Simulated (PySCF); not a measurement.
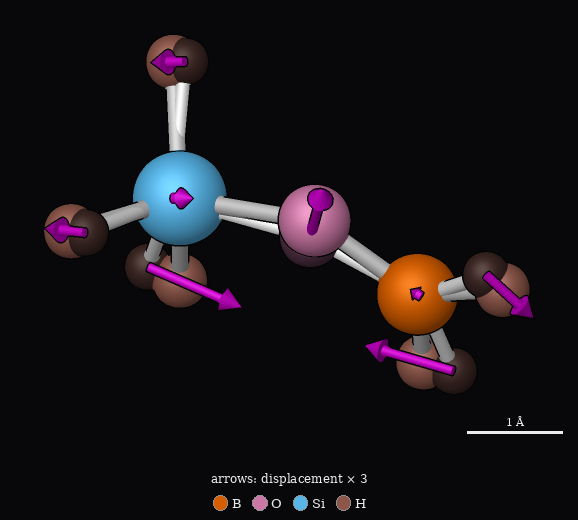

A relaxation of BSiH5O. The starting structure is drawn faded, the final one solid; purple arrows show the displacements, 3 times their true length. The two geometries are superimposed by the best rigid fit.

Style: ball-and-stick. Shown from a free direction.

The start comes from GFN2-xTB. Its atoms were then displaced at random by about 0.01 Å.

Theory: PBE0-D3(BJ)/def2-SVP geometry optimisation, gas phase (PySCF). 

Question: What did the optimiser do to the structure, and how much energy did it gain?

Answer: Over 10 geometry steps the energy falls by 5.40 kcal/mol. An H atom moves most after the best rigid fit: 0.38 Å. By element the largest moves are H 0.38 Å, O 0.35 Å, Si 0.09 Å, B 0.05 Å. Some distances before and after: B–H 1.145 → 1.211 Å, O–Si 1.630 → 1.683 Å, H–Si 1.448 → 1.488 Å, B–O 1.335 → 1.347 Å. Among the angles between lasting bonds that change: B–O–Si 158.2° → 132.8°, H–Si–H 114.9° → 110.1°, O–Si–H 103.0° → 107.8°. Cost: 12 s on 1 thread of Intel(R) Xeon(R) Platinum 8488C, on a shared host.
